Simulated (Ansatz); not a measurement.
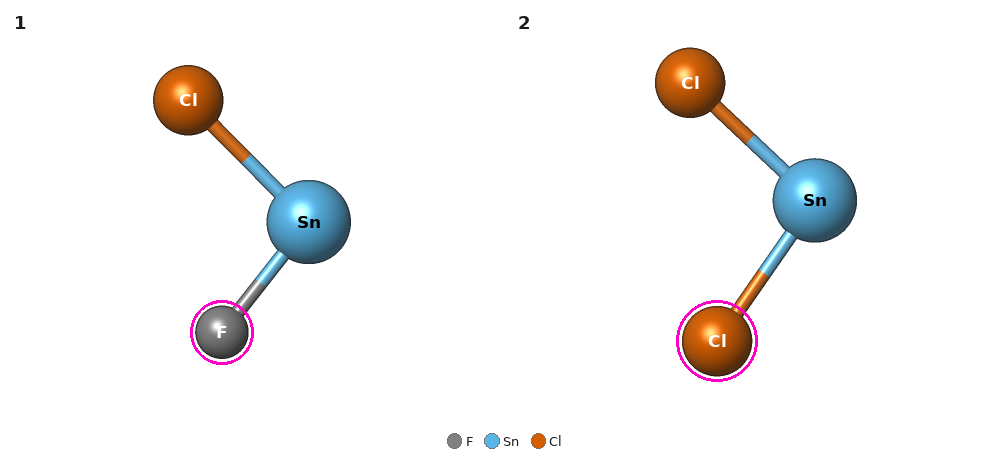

2 molecules with one skeleton, seen from the same side and at one scale; the atom that differs is circled. Charge 0, singlet. Computed geometries: PBE0-D4/def2-TZVP optimisations, one conformation each. Properties computed with Ansatz 0.2.0. Elements past Kr carry core potentials.

One atom differs, called X below: F in panel 1, Cl in panel 2. Their formulas are SnClF (`[F][Sn][Cl]`), SnCl2 (`[Cl][Sn][Cl]`).

### In which is the length of X–Sn larger (PBE0-D4/def2-TZVP)?

In panel 2 (X = Cl).

### In which is the HOMO energy (Kohn–Sham orbital) higher (PBE0-D4/def2-QZVPP)?

In panel 2 (X = Cl).

Give the values. With PBE0-D4/def2-TZVP: length of X–Sn (Å), angle X–Sn–Cl (°), dipole moment (D), harmonic zero-point energy (kJ/mol). With PBE0-D4/def2-QZVPP: HOMO energy (Kohn–Sham orbital) (eV), HOMO–LUMO gap (eV). With PBE-D4/def2-TZVPP: vertical ionisation energy (eV).

```csv
quantity,1 (F),2 (Cl),2 − 1
length of X–Sn (Å),1.935,2.363,+0.428
angle X–Sn–Cl (°),96.9,98.4,+1.5
HOMO energy (Kohn–Sham orbital) (eV),−8.34,−8.06,+0.28
HOMO–LUMO gap (eV),5.35,4.92,−0.43
dipole moment (D),3.50,3.25,−0.25
harmonic zero-point energy (kJ/mol),6.6,4.9,−1.7
vertical ionisation energy (eV),10.34,9.90,−0.44
```
